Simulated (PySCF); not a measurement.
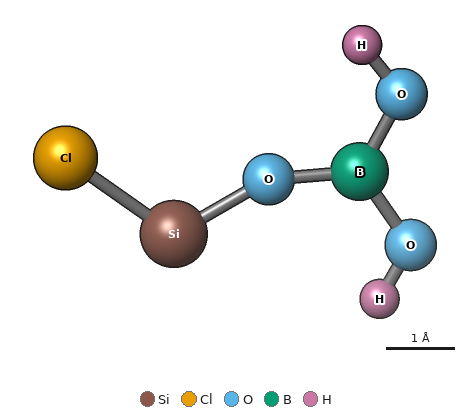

*The starting structure (ball-and-stick view, seen at a tilt).*

Bond lengths as drawn: B–O 1.33 to 1.38 Å, Cl–Si 2.02 Å, H–O 0.94 to 0.97 Å and O–Si 1.63 Å.

## Geometry relaxation of BSiH₂ClO₃

BSiH₂ClO₃, multiplicity 3, SMILES OB(O)O[Si]Cl, computed with PBE0-D3(BJ)/def2-SVP geometry optimisation, gas phase (PySCF 2.14.0).

## Input file
```
{"job": {"xc": "PBE0", "basis": "def2-SVP", "d3": "d3bj", "grid": 2, "kind": "geom", "shake": 0.01}, "charge": 0, "multiplicity": 3}
Si    -0.352747    -1.948818    -0.668846
Cl     1.027990    -3.391152    -0.393130
O      0.095942    -0.496024    -0.082993
B     -0.074385     0.827637     0.159764
O     -1.246522     1.450966    -0.219576
O      0.839298     1.550494     0.796678
H     -1.885947     0.919046    -0.655880
H      1.642447     1.059298     1.036082
```

The first line tells a small driver script what to run in PySCF; the rest is the geometry in Å.

Run as:
```bash
OMP_NUM_THREADS=1 python <driver script> task.json out
```

## What the program printed
```
step   0  E = -1000.58172801  max force = 0.040652
step   1  E = -1000.58528448  max force = 0.014972
step   2  E = -1000.58560934  max force = 0.003935
step   3  E = -1000.58571021  max force = 0.003885
step   4  E = -1000.58575887  max force = 0.000671
step   5  E = -1000.58576347  max force = 0.000621
step   6  E = -1000.58576980  max force = 0.000506
step   7  E = -1000.58578017  max force = 0.000980
step   8  E = -1000.58579342  max force = 0.001002
step   9  E = -1000.58579915  max force = 0.000469
step  10  E = -1000.58580037  max force = 0.000074
optimisation converged
```

## Trajectory as extended XYZ (Å, eV, eV/Å), 11 frames, from step=0 to step=10
```
8
Properties=species:S:1:pos:R:3:forces:R:3 step=0 energy=-27227.21565
Si   -0.3528   -1.9488   -0.6688   -0.7700   0.1151  -0.3341
Cl    1.0280   -3.3912   -0.3931    0.6672  -0.8178   0.0995
O     0.0959   -0.4960   -0.0830    0.5843  -0.2354   0.1413
B    -0.0744    0.8276    0.1598   -2.0904   0.2738  -0.6903
O    -1.2465    1.4510   -0.2196    1.4156   0.8082   0.7948
O     0.8393    1.5505    0.7967    1.3327   0.4070   0.6465
H    -1.8860    0.9191   -0.6559   -0.6124  -0.7669  -0.4860
H     1.6424    1.0593    1.0361   -0.5270   0.2161  -0.1716
8
Properties=species:S:1:pos:R:3:forces:R:3 step=1 energy=-27227.31242
Si   -0.3801   -2.0627   -0.5784    0.1463  -0.1610   0.0275
Cl    0.9881   -3.6231   -0.3370   -0.1931   0.3026  -0.0147
O     0.0444   -0.5787    0.0155   -0.0690  -0.0580  -0.0348
B    -0.1810    0.7668    0.2518    0.7699  -0.2236   0.2782
O    -1.2843    1.4262   -0.1364   -0.5328   0.1350  -0.2096
O     0.7848    1.4627    0.9125   -0.3098   0.0425  -0.1273
H    -1.9263    0.8788   -0.5966    0.0463   0.0602   0.0349
H     1.5253    0.8994    1.1407    0.1422  -0.0976   0.0457
8
Properties=species:S:1:pos:R:3:forces:R:3 step=2 energy=-27227.32126
Si   -0.4007   -2.0499   -0.5858    0.0808  -0.1009   0.0112
Cl    0.9633   -3.5991   -0.3446   -0.0995   0.1474  -0.0109
O     0.0474   -0.5782    0.0140    0.1379  -0.0179   0.0535
B    -0.1615    0.7669    0.2570    0.0322  -0.1611   0.0069
O    -1.2901    1.3997   -0.1424   -0.0531   0.2023   0.0216
O     0.7896    1.4739    0.9206   -0.1457  -0.0737  -0.1032
H    -1.9168    0.8363   -0.6013    0.0464  -0.0016   0.0194
H     1.5396    0.9199    1.1547    0.0009   0.0055   0.0014
8
Properties=species:S:1:pos:R:3:forces:R:3 step=3 energy=-27227.32401
Si   -0.3946   -2.0612   -0.5860   -0.0339  -0.0660  -0.0340
Cl    0.9885   -3.5771   -0.3312   -0.0005   0.0010  -0.0025
O     0.0483   -0.5895    0.0120   -0.0121   0.1209   0.0162
B    -0.1683    0.7535    0.2522   -0.1679   0.0498  -0.0476
O    -1.2916    1.4182   -0.1354    0.1998  -0.0994   0.0702
O     0.7825    1.4548    0.9132    0.1215  -0.0218   0.0474
H    -1.9280    0.8716   -0.5987   -0.0328  -0.0467  -0.0294
H     1.5340    0.8991    1.1459   -0.0740   0.0622  -0.0202
8
Properties=species:S:1:pos:R:3:forces:R:3 step=4 energy=-27227.32533
Si   -0.3993   -2.0571   -0.5873   -0.0093  -0.0325  -0.0126
Cl    0.9787   -3.5800   -0.3399   -0.0097   0.0144  -0.0031
O     0.0486   -0.5867    0.0143    0.0295   0.0282   0.0240
B    -0.1670    0.7555    0.2565   -0.0345  -0.0038  -0.0329
O    -1.2891    1.4103   -0.1360    0.0136  -0.0035   0.0136
O     0.7832    1.4616    0.9151    0.0198  -0.0040   0.0142
H    -1.9196    0.8556   -0.5995   -0.0073  -0.0071  -0.0052
H     1.5353    0.9102    1.1490   -0.0021   0.0081   0.0020
8
Properties=species:S:1:pos:R:3:forces:R:3 step=5 energy=-27227.32546
Si   -0.4004   -2.0560   -0.5880   -0.0103  -0.0097  -0.0076
Cl    0.9762   -3.5796   -0.3443   -0.0026   0.0051  -0.0021
O     0.0511   -0.5862    0.0143    0.0319   0.0037   0.0112
B    -0.1660    0.7556    0.2559   -0.0174  -0.0064   0.0013
O    -1.2897    1.4078   -0.1349   -0.0067   0.0033  -0.0036
O     0.7827    1.4627    0.9165    0.0027   0.0030  -0.0009
H    -1.9188    0.8516   -0.5988    0.0004   0.0024   0.0007
H     1.5357    0.9135    1.1515    0.0020  -0.0014   0.0010
8
Properties=species:S:1:pos:R:3:forces:R:3 step=6 energy=-27227.32563
Si   -0.4020   -2.0535   -0.5892   -0.0139   0.0234  -0.0002
Cl    0.9723   -3.5789   -0.3553    0.0097  -0.0112  -0.0003
O     0.0568   -0.5861    0.0165    0.0260  -0.0260   0.0015
B    -0.1654    0.7547    0.2581    0.0080   0.0046   0.0124
O    -1.2910    1.4030   -0.1330   -0.0218   0.0024  -0.0112
O     0.7812    1.4653    0.9187   -0.0193   0.0070  -0.0086
H    -1.9175    0.8448   -0.5985    0.0068   0.0107   0.0070
H     1.5365    0.9201    1.1550    0.0046  -0.0110  -0.0005
8
Properties=species:S:1:pos:R:3:forces:R:3 step=7 energy=-27227.32591
Si   -0.4031   -2.0479   -0.5913   -0.0149   0.0504   0.0071
Cl    0.9653   -3.5797   -0.3767    0.0197  -0.0245   0.0010
O     0.0694   -0.5857    0.0206    0.0147  -0.0464  -0.0119
B    -0.1639    0.7533    0.2615    0.0240   0.0163   0.0299
O    -1.2940    1.3940   -0.1291   -0.0253  -0.0004  -0.0174
O     0.7772    1.4709    0.9233   -0.0331   0.0067  -0.0166
H    -1.9161    0.8330   -0.5973    0.0079   0.0136   0.0090
H     1.5360    0.9315    1.1611    0.0069  -0.0158  -0.0011
8
Properties=species:S:1:pos:R:3:forces:R:3 step=8 energy=-27227.32627
Si   -0.4036   -2.0387   -0.5934   -0.0090   0.0515   0.0111
Cl    0.9559   -3.5819   -0.4091    0.0199  -0.0256   0.0008
O     0.0888   -0.5849    0.0271   -0.0008  -0.0456  -0.0183
B    -0.1619    0.7515    0.2676    0.0273   0.0238   0.0293
O    -1.2987    1.3804   -0.1239   -0.0167  -0.0034  -0.0139
O     0.7704    1.4797    0.9303   -0.0316   0.0002  -0.0152
H    -1.9143    0.8156   -0.5958    0.0061   0.0103   0.0076
H     1.5342    0.9477    1.1693    0.0048  -0.0112  -0.0014
8
Properties=species:S:1:pos:R:3:forces:R:3 step=9 energy=-27227.32643
Si   -0.4026   -2.0345   -0.5935   -0.0017   0.0241   0.0071
Cl    0.9532   -3.5838   -0.4238    0.0091  -0.0112  -0.0001
O     0.0973   -0.5845    0.0299   -0.0047  -0.0211  -0.0120
B    -0.1613    0.7510    0.2705    0.0140   0.0136   0.0154
O    -1.3008    1.3746   -0.1221   -0.0050  -0.0015  -0.0055
O     0.7666    1.4838    0.9337   -0.0146  -0.0039  -0.0070
H    -1.9140    0.8084   -0.5950    0.0015   0.0029   0.0027
H     1.5325    0.9544    1.1725    0.0014  -0.0029  -0.0005
8
Properties=species:S:1:pos:R:3:forces:R:3 step=10 energy=-27227.32646
Si   -0.4017   -2.0341   -0.5925    0.0010   0.0020   0.0018
Cl    0.9549   -3.5842   -0.4268    0.0012  -0.0004  -0.0004
O     0.0983   -0.5844    0.0303   -0.0018  -0.0017  -0.0038
B    -0.1615    0.7512    0.2711    0.0001   0.0024   0.0019
O    -1.3014    1.3739   -0.1222    0.0012  -0.0002   0.0000
O     0.7653    1.4844    0.9345   -0.0012  -0.0025   0.0001
H    -1.9144    0.8075   -0.5951   -0.0002  -0.0008   0.0001
H     1.5316    0.9552    1.1729   -0.0002   0.0012   0.0002
```

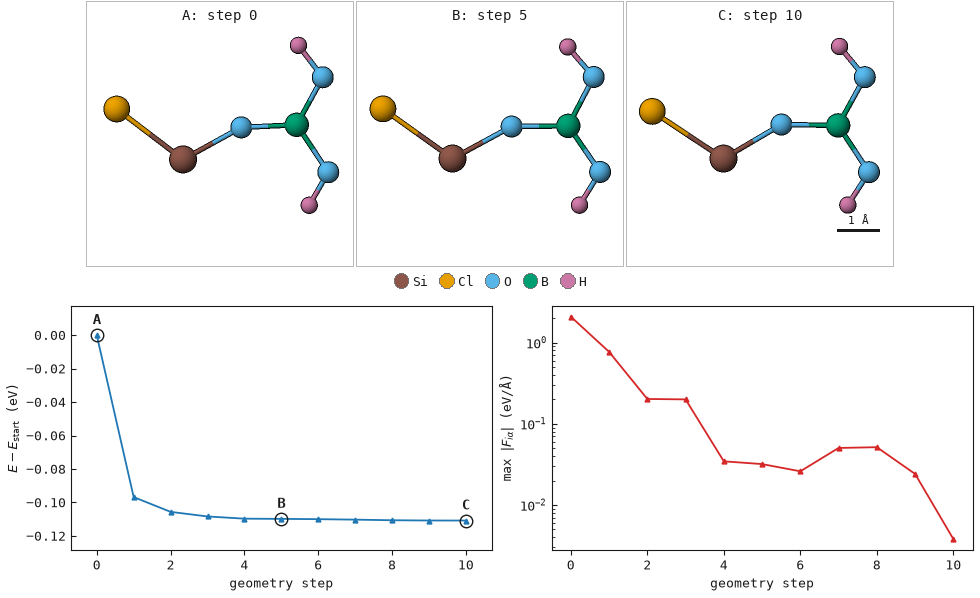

*Frames of the relaxation (ball-and-stick view, seen at a tilt) above the curves, on which the letters mark them (steps are counted from 0).*

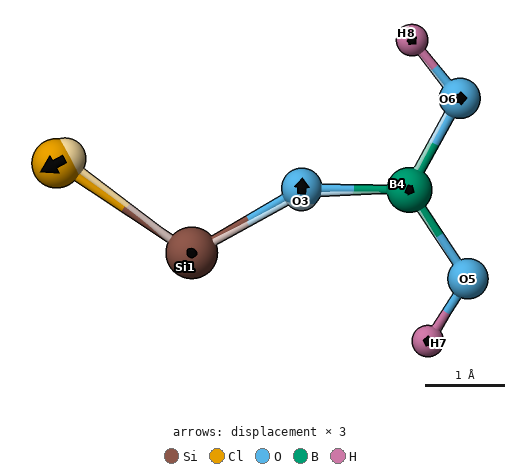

*Start (faint) and end (solid) with the displacements as black arrows, magnified 3 times (ball-and-stick view, seen at a tilt). The two geometries are laid on each other by the best rigid fit.*

Cl2 moves most after the best rigid fit: 0.12 Å. Largest moves by element: Cl 0.12 Å, O 0.07 Å, H 0.04 Å, B 0.04 Å, Si 0.04 Å. Among the contacts that change: Si1–Cl2 2.016 → 2.067 Å, B4–O6 1.328 → 1.355 Å, Si1–O3 1.629 → 1.655 Å, O3–B4 1.356 → 1.382 Å. Among the angles that change: Si1–O3–B4 154.1° → 148.8°, O3–B4–O5 119.9° → 123.4°, O3–B4–O6 122.1° → 118.7°. After 10 geometry steps the energy has fallen by 0.111 eV. Largest force component: 2.1 eV/Å at the start, 0.0038 eV/Å at the end. (Atoms are counted from 1 in the order of the input.)

## Results in brief

| quantity | value |
| --- | --- |
| outcome | converged |
| total energy | −1000.585800 hartree |
| ⟨S²⟩ | 2.002 |
| dipole moment | 1.72 D |
| point group | C1 |
| hardware | 1 CPU thread, shared host |
| wall time | 96 s |
| peak memory | 0.52 GiB |
